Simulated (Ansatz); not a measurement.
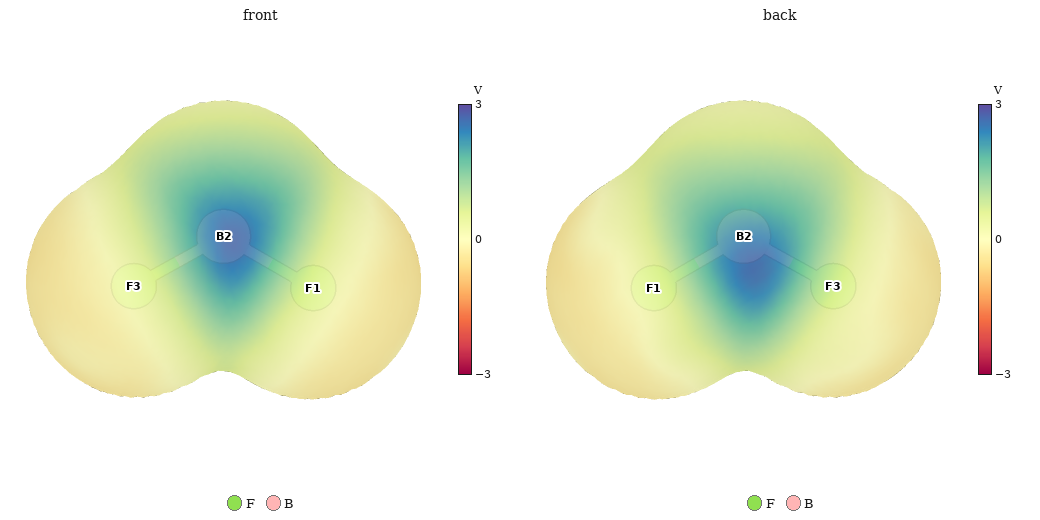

The picture shows: BF2 (doublet). The molecular electrostatic potential painted on the density surface at 0.004 e/bohr³, seen from the front and from behind; red is negative and blue positive.

Level of theory: UKS PBE0/def2-SVP (Ansatz 0.2.0).

```xyz
3

F     0.5119   -1.0441    0.1594
B     0.2802    0.2416    0.1821
F    -0.8029    0.7375   -0.3548
```

Q: Which sites attract a positive test charge, and which a negative one?

A: A positive charge is drawn to the negative regions and a negative charge to the positive ones. The most negative region (about −0.4 V) lies over F1 and F3, the most positive (about +2.6 V) over B2.
